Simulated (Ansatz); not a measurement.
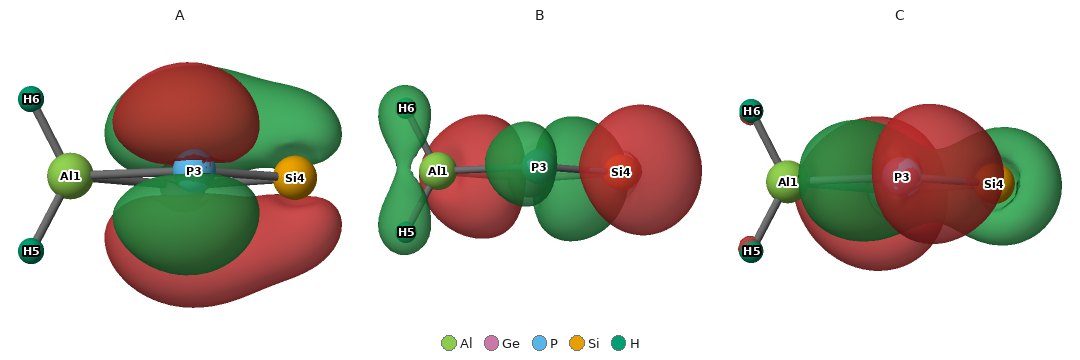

*AlGeH₂PSi. Three frontier orbitals at ±0.08 Å⁻³ᐟ² (green and red are the two phases), in no order.*

Geometry: r2SCAN-D4/def2-SVP.

Theory: isolated molecule in a Gaussian basis; Kohn-Sham density functional theory, functional PBE0 (Ansatz 0.2.0).

Input file:

```
crystal:
  periodic: [false, false, false]
  atoms:
    - symbol: Al
      position_ang: [-2.893622, 0.958435, -1.868993]
    - symbol: Ge
      position_ang: [-0.849869, -0.561925, -2.164786]
    - symbol: P
      position_ang: [-1.078324, 0.834206, -0.256914]
    - symbol: Si
      position_ang: [0.712037, -0.389220, -0.351249]
    - symbol: H
      position_ang: [-4.212966, 0.218157, -1.386822]
    - symbol: H
      position_ang: [-2.870825, 2.286172, -2.739503]
basis:
  gaussian:
    orbitals: def2-TZVPD
total_charge: 0
magnetization:
  spin_polarized: false
hamiltonian:
  xc: pbe0
output: {forces: true, orbitals: {seedname: orbitals}}
```

Run with:

```sh
ansatz run input.yaml --threads 1 --pin off --max-ram 2610MiB --events-out events.jsonl --progress --plain --runs-dir runs
```

Order the three orbitals by energy and name them.

Answer. C is the HOMO−1 (−7.60 eV). It lies mainly on P3 (about 40 %), Ge2 (about 35 %), Si4 (about 15 %) and Al1 (about 10 %). B is the HOMO (−6.81 eV). By Hirshfeld shares it lies mainly on Ge2 (about 35 %), Si4 (about 35 %), Al1 (about 15 %) and P3 (about 10 %). A is the LUMO (−3.01 eV). By Hirshfeld shares it lies mainly on Ge2 (about 45 %), P3 (about 35 %) and Si4 (about 15 %); π-antibonding (π*) across Ge2–P3.

What is the HOMO–LUMO gap?

Answer. 3.80 eV between the orbital energies.
